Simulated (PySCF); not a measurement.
Consider C₄H₁₁FSi₃.

The calculation's input:

```
{"job": {"kind": "nmr", "xc": "PBE0", "basis": "pcSseg-1"}, "charge": 0, "multiplicity": 1}
C      2.950493     0.125375     0.793788
Si     1.844101     0.980355    -0.486521
C      0.079435     0.332278    -0.318745
C     -0.538232    -0.299278    -1.320795
C     -1.937096    -0.842091    -1.279051
Si    -2.675911    -0.745664     0.489602
Si    -0.926411     0.513205     1.274932
F     -0.102375    -0.152339     2.508482
H      3.006713    -0.945526     0.618283
H      2.565406     0.272894     1.798293
H      3.962268     0.518846     0.765247
H      2.338165     0.714814    -1.846572
H      1.831754     2.433324    -0.253227
H     -0.025439    -0.449420    -2.266700
H     -1.926346    -1.861328    -1.673074
H     -2.545724    -0.267489    -1.983377
H     -2.877209    -2.105887     1.005564
H     -3.997213    -0.107394     0.432148
H     -1.036181     1.894577     1.734263
```

Run with:

```sh
OMP_NUM_THREADS=1 python probes_run.py task.json out
```

Geometry: GFN2-xTB.

Method: PBE0/pcSseg-1, SCF density, gas phase, non-relativistic (PySCF 2.14.0).

Predict the electron density and electron localisation function between the atoms.

C–C (1.34 Å): ρ at the midpoint is about 2.3 e/Å³; the ELF peaks at about 0.90 between the atoms; a short, multiple covalent bond.
C–Si (1.89 Å): ρ at the midpoint is about 0.91 e/Å³; the ELF peaks at about 0.95 between the atoms (localised, covalent bonding).
C–H (1.09 Å): ρ is about 2 e/Å³ halfway; the ELF climbs to about 1 towards the hydrogen, as it does in any bond to H: a covalent bond by its length.
C–C (1.50 Å): the density is about 1.7 e/Å³ at the midpoint; the ELF peaks at about 0.95 between the atoms: a shared electron pair.

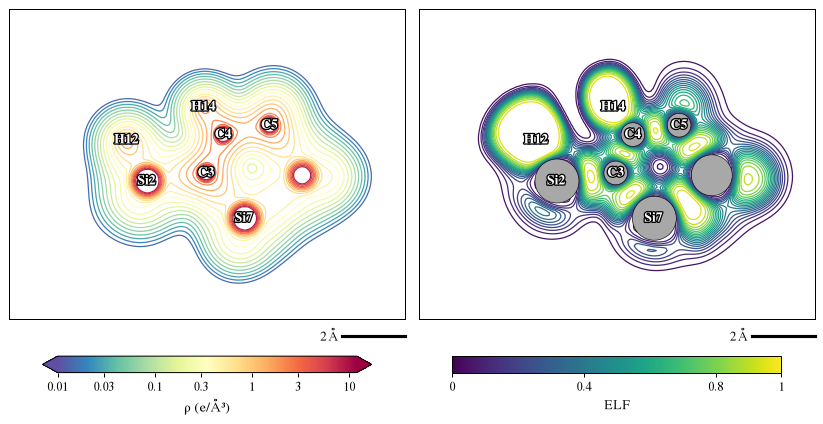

Computed electron density and electron localisation function on the plane of atoms C3, C4 and C5, in this order. Grey discs cover the atomic cores in the ELF map. 
